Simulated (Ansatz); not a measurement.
# H5NSi···HF···NH3: what the fields show

| atom | x (Å) | y (Å) | z (Å) |
| --- | --- | --- | --- |
| Si | -1.4250 | 0.9858 | -1.0595 |
| N | -0.6089 | -0.5358 | -0.5390 |
| H | -0.4813 | 1.7132 | -1.9457 |
| H | -1.7673 | 1.7501 | 0.1675 |
| H | -2.6873 | 0.7121 | -1.8179 |
| H | 0.7744 | 0.4303 | 0.3212 |
| F | 1.1298 | 1.2736 | 0.4472 |
| H | 0.9633 | -1.4315 | 0.9174 |
| N | 1.7125 | -1.2791 | 1.5933 |
| H | -1.2117 | -1.1463 | 0.0155 |
| H | -0.2655 | -1.0916 | -1.3245 |
| H | 2.4780 | -0.8766 | 1.0510 |
| H | 1.3889 | -0.5042 | 2.1735 |

Not at a stationary point (largest force 1.3 eV/Å).

Level of theory: UKS r2SCAN/def2-SVP (Ansatz 0.2.0).

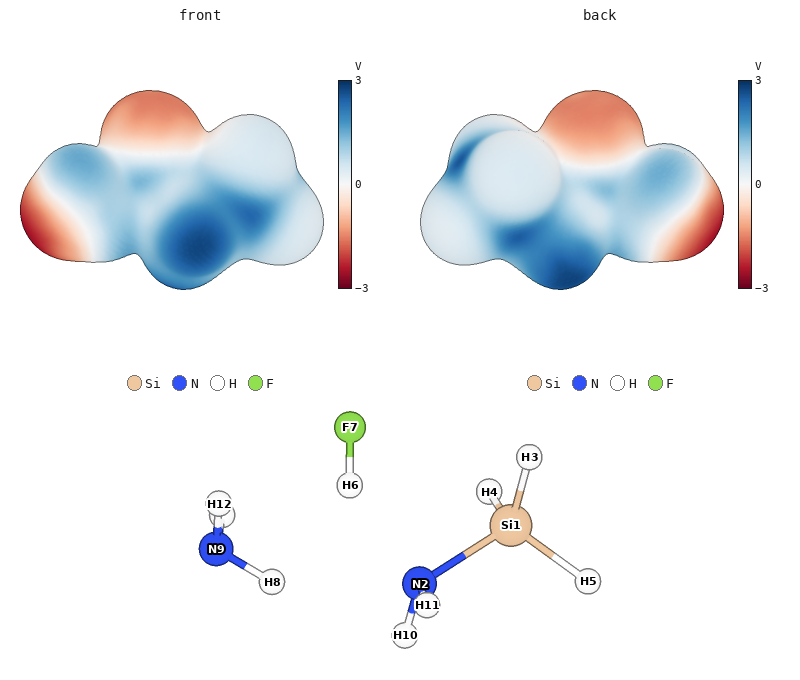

Figure 1. The electrostatic potential painted on the density surface at 0.004 e/bohr³, seen from the front and from behind; the colour scale runs from red (negative) to blue (positive). The bare structure is drawn below in the same view.

Where is the surface potential most negative and most positive?

Answer. The most negative region (about −2.5 V) lies over N9, the most positive (about +2.7 V) over H10 and H11. N9 is the likeliest acceptor of a hydrogen bond.

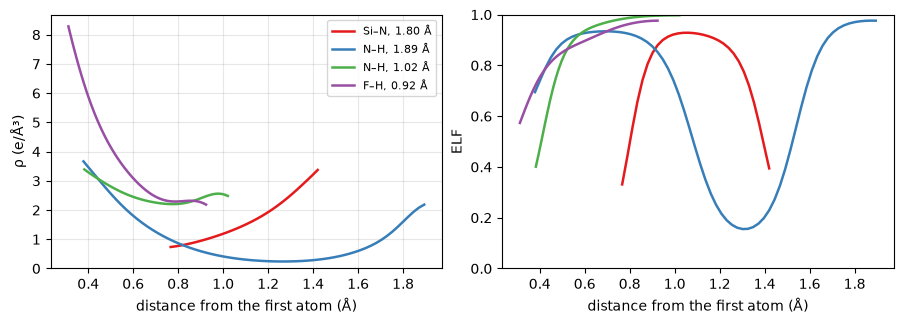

Figure 2. Total electron density and electron localisation function along straight lines between neighbouring atoms. The curves leave out the atomic cores.

What can be read from the curves?

Answer. Si–N (1.80 Å): ρ is about 0.95 e/Å³ halfway; the ELF peaks at about 0.95 between the atoms: a polar covalent bond.
N2···H6 (1.89 Å): the density falls to about 0.24 e/Å³ on the way; the ELF dips to about 0.15 between them; a closed-shell contact with the geometry of a hydrogen bond.
N–H (1.02 Å): ρ at the midpoint is about 2.8 e/Å³; the ELF climbs to about 1 towards the hydrogen, as it does in any bond to H (an ordinary covalent bond to hydrogen).
F–H (0.92 Å): ρ is about 4.7 e/Å³ halfway; the ELF climbs to about 0.95 towards the hydrogen; an ordinary covalent bond to hydrogen.

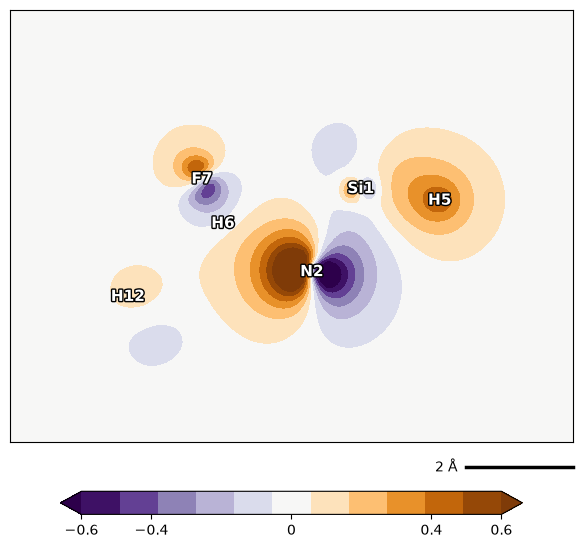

Figure 3. The HOMO−1 on the plane of atoms N2, Si1 and H5 (values in Å⁻³ᐟ²; the overall sign is arbitrary).

Describe this orbital and give its energy.

Answer. Its weight (Hirshfeld) is mainly on N2 (about 55 %), Si1 (about 10 %) and H5 (about 10 %). Its energy is −7.34 eV.
